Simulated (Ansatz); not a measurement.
# C2H7NSSi: the cost of one run

Program: Ansatz 0.2.0. Level of theory: RKS PBE-D4/cc-pVDZ. These are calculated values, not measurements.

## Step 1: The structure to begin with

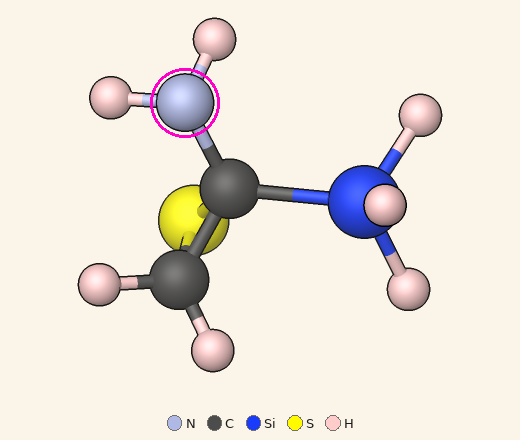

The starting structure, seen from a chosen angle (nitrogen light blue, carbon dark grey, silicon blue, sulfur yellow, hydrogen pink). Ringed: N1.

Structure file:

```xyz
12

N    -0.4925    1.5346    0.3020
C    -0.1961    0.2070   -0.1273
Si    1.3771   -0.5643    0.5909
C    -1.2095   -0.7524   -0.4876
S    -0.4384   -0.0639   -1.8339
H    -1.3296    1.9244   -0.2705
H     0.2475    2.2183    0.0521
H     1.6867   -1.9072    0.0398
H     1.2938   -0.6802    2.1231
H     2.5819    0.3037    0.3249
H    -2.3254   -0.4538   -0.3397
H    -1.1184   -1.8214   -0.3396
```

## Step 2: End point A

File input.yaml:

```yaml
crystal:
  periodic: [false, false, false]
  atoms:
    - { symbol: "N", position_ang: [-0.4925, 1.5346, 0.302] }
    - { symbol: C, position_ang: [-0.1961, 0.207, -0.1273] }
    - { symbol: Si, position_ang: [1.3771, -0.5643, 0.5909] }
    - { symbol: C, position_ang: [-1.2095, -0.7524, -0.4876] }
    - { symbol: S, position_ang: [-0.4384, -0.0639, -1.8339] }
    - { symbol: H, position_ang: [-1.3296, 1.9244, -0.2705] }
    - { symbol: H, position_ang: [0.2475, 2.2183, 0.0521] }
    - { symbol: H, position_ang: [1.6867, -1.9072, 0.0398] }
    - { symbol: H, position_ang: [1.2938, -0.6802, 2.1231] }
    - { symbol: H, position_ang: [2.5819, 0.3037, 0.3249] }
    - { symbol: H, position_ang: [-2.3254, -0.4538, -0.3397] }
    - { symbol: H, position_ang: [-1.1184, -1.8214, -0.3396] }
basis:
  gaussian: { orbitals: cc-pVDZ }
hamiltonian:
  xc: pbe
  dispersion: d4
relax:
  f_tol: 0.015
  max_steps: 40
output:
  orbitals: {}
```

Run with:

```bash
ansatz run input.yaml --threads 2 --pin off --max-ram 3072MiB --backend cpu --events-out ev --progress --plain --runs-dir out
```

**Question.** How long does this run take on 2 threads of Arm Neoverse V1, shared host, and how much memory does it need?

About 33 s, with a peak of 0.17 GiB.
